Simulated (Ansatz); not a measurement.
The reference is AlN in the zinc blende structure (space group F-43m, No. 216; a = 4.378 Å).

It is then changed as follows: a hydrostatic pressure of 4.5 GPa.

Computed with DFT with PBEsol, PAW potentials and a 420 eV plane-wave cutoff in Ansatz (a quantum-chemistry and plane-wave program), spin-orbit coupling left out.

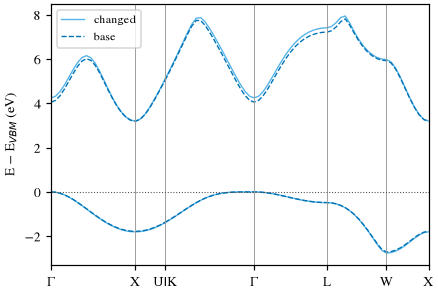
Fig. 1. Highest valence and lowest conduction band along the path, each from its own valence-band maximum

From the figure, how large is the changed gap, and is it direct?

About 3.2 eV, indirect, Γ → X.

Load acts through the strain it causes; cell and atoms are relaxed under it. Stability against distortions was not tested. Tetrahedral semiconductors of this kind turn to denser phases somewhere between about 1 and 50 GPa; those were not computed, so compressed cells here can lie past the real transition. This is not the structure that AlN has at room temperature and ambient pressure.
